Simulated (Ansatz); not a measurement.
Start from CdS in the zinc blende structure (space group F-43m, No. 216; a = 5.878 Å). Axes: x, y, z lie along the cube axes.

One thing is altered: compressive biaxial strain of 0.83 % in the plane normal to [111], as in epitaxy on a mismatched substrate; the out-of-plane cell vector and the atoms relax.

All numbers come from Kohn–Sham DFT with the r2SCAN functional, run in Ansatz (an electronic-structure program) with PAW and 500 eV plane waves, spin-orbit coupling left out.

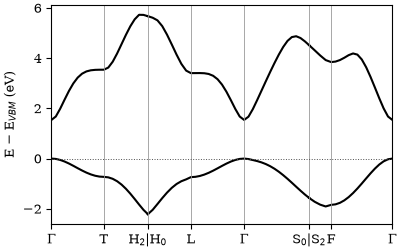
Figure. Highest valence and lowest conduction band along the path of the changed cell's own zone

The gap is 1.54 eV, direct at Γ; the base has 1.54 eV.

No phonon test of stability was made. Labels are those of the standard path for the cell's own space group.
